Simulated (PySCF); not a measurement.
# Ge$_{4}$H$_{10}$: what the fields show

```tsv
atom	x (Å)	y (Å)	z (Å)
Ge	2.9820	0.2882	0.6877
Ge	0.8260	-0.7818	0.4050
Ge	-0.8361	0.7912	-0.3959
Ge	-2.9792	-0.3021	-0.6864
H	2.8667	1.4332	1.7110
H	3.4506	0.8756	-0.6566
H	4.0395	-0.7154	1.1846
H	0.3550	-1.3723	1.7504
H	0.9462	-1.9459	-0.6001
H	-0.3623	1.3894	-1.7367
H	-0.9702	1.9498	0.6139
H	-3.4742	-0.8331	0.6720
H	-4.0324	0.6701	-1.2513
H	-2.8312	-1.4905	-1.6544
```

Geometry: PBE0-D3(BJ)/def2-SVP.

These are results of CAM-B3LYP/def2-SVPD, SCF density, gas phase (PySCF), not measurements.

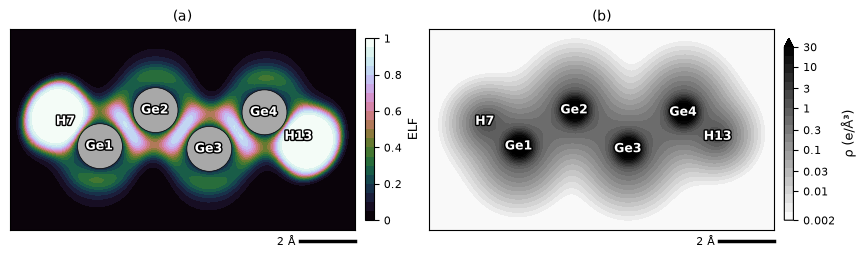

Figure 1. (a) electron localisation function; (b) electron density on the plane of atoms Ge2, Ge1 and H7. Grey discs cover the atomic cores in the ELF map.

> What do the fields say about this system?

The section cuts through Ge and H sites. Ge–Ge (2.42 Å): ρ at the midpoint is about 0.58 e/Å³; the ELF peaks at about 0.85 between the atoms: localised, covalent bonding. Ge–H (1.54 Å): ρ is about 1 e/Å³ halfway; the ELF climbs to about 1 towards the hydrogen.

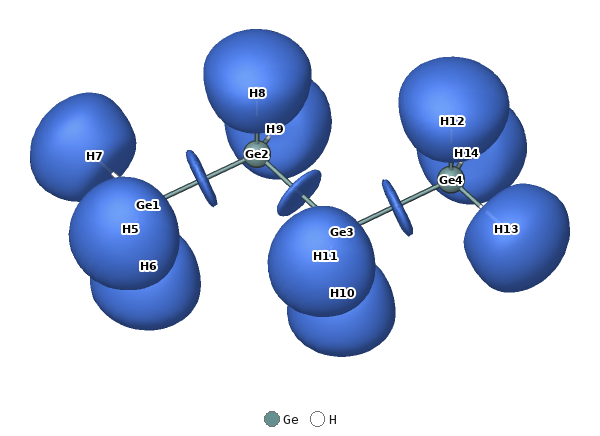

Figure 2. Isosurface of the electron localisation function at 0.8 (blue), seen at a tilt. Only the valence region is drawn (cores and ρ < 0.01 e/Å³ removed).

> Where are the electrons localised?

The ELF exceeds this value in three regions between bonded Ge–Ge atoms (shared pairs) and ten regions around hydrogen nuclei.
